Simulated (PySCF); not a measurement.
# C10HF5O3: the cost of one run

Computed with PySCF 2.14.0, with density-fitted response routines of our own, on a single molecule in the gas phase. Atoms are numbered from 0 throughout.

**1. The molecule as given**

19 atoms, charge 0, multiplicity 1; geometry from: GFN2-xTB.

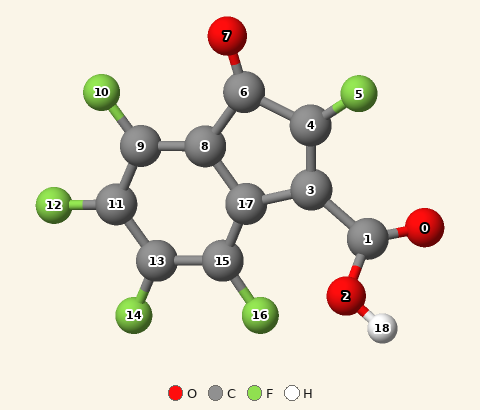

The starting geometry (oxygen red, carbon grey, fluorine green, hydrogen white), atoms numbered.

**2. Geometry optimisation at PBE0-D3(BJ)/def2-SVP**

Job settings and geometry (Å):

```
{"job": {"xc": "PBE0", "basis": "def2-SVP", "d3": "d3bj", "grid": 1, "kind": "geom"}, "charge": 0, "multiplicity": 1}
O     -3.534190    -0.834160     1.428490
C     -2.763320    -0.844090     0.513390
O     -2.786930    -1.717230    -0.489020
C     -1.651210     0.138740     0.337470
C     -1.743590     1.482820     0.384290
F     -2.833910     2.195350     0.580300
C     -0.417650     2.141500     0.113380
O     -0.172650     3.311400     0.067430
C      0.495510     0.974600    -0.086160
C      1.846700     0.936310    -0.353020
F      2.566480     2.037740    -0.496150
C      2.478100    -0.315080    -0.476450
F      3.780410    -0.377470    -0.744770
C      1.748370    -1.482800    -0.310680
F      2.353410    -2.662260    -0.410670
C      0.370500    -1.437020    -0.031730
F     -0.282340    -2.582620     0.146450
C     -0.252550    -0.210980     0.061980
H     -3.495680    -2.369690    -0.367550
```

**Question.** How long does this first job take on 8 threads of Intel Xeon at 2.50GHz (Skylake/Cascade Lake), shared host?

About 12 min.
